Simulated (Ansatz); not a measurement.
HgTe (zinc blende), scan of one atom of the cell

Relaxed HgTe (zinc blende):

```yaml
crystal:
  lattice:
    - [0.00000, 3.32533, 3.32533]
    - [3.32533, 0.00000, 3.32533]
    - [3.32533, 3.32533, 0.00000]
  atoms:
    - { symbol: Te, position: [0.75000, 0.75000, 0.75000] }
    - { symbol: Hg, position: [0.00000, 0.00000, 0.00000] }
```

In each cell atom 1 (Te, nearest neighbour Hg at 2.880 Å; its periodic images, 4.7 Å or more away, move with it) moves by s·(0.707, 0.707, 0.000) (along Cartesian [110]), the rest being held.

The numbers are results of PBE (plane waves to 420 eV, PAW, scalar-relativistic; Ansatz, a first-principles code), not measurements. k mesh 10×10×10 (Γ-centred), Fermi-Dirac smearing 0.05 eV. The energy includes the smearing's −TS. With partly filled bands, energies and forces of such displacements shift with the k mesh and the smearing. At this level the bands of HgTe touch or barely overlap. HgTe was relaxed with its symmetry unable to fall. Spin-orbit coupling is left out, though Hg and Te are heavy. The relaxed volume of HgTe is well above the measured one; the method has no dispersion term. ΔE is measured from the undisplaced structure.

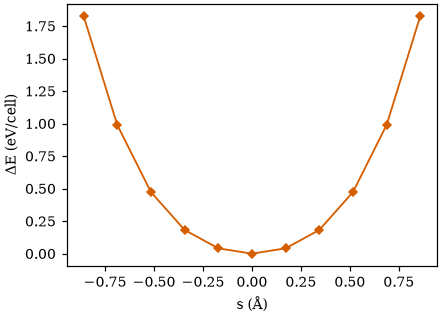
Fig. 1. ΔE (eV/cell) against s (Å); one marker a computed point.

The energy at s = 0.860 Å is 1829 meV/cell and the force along the line at s = -0.860 Å comes out as 6.01 eV/Å. The force constant k = d²E/ds² at s = 0 (finite differences) comes out as 2.69 eV/Å². Symmetry of the curve: even: the same for both signs. Harmonic estimate at the end of the scan: ½ks² = 993 meV/cell against the computed 1829 meV/cell, so the well is stiffer than harmonic there.

With its periodic images moving along, the atom's site symmetry in this cell is -43m.

(A displaced cell: forces are minus the slopes of the energy, force constants its curvatures, and phonons follow from these.)
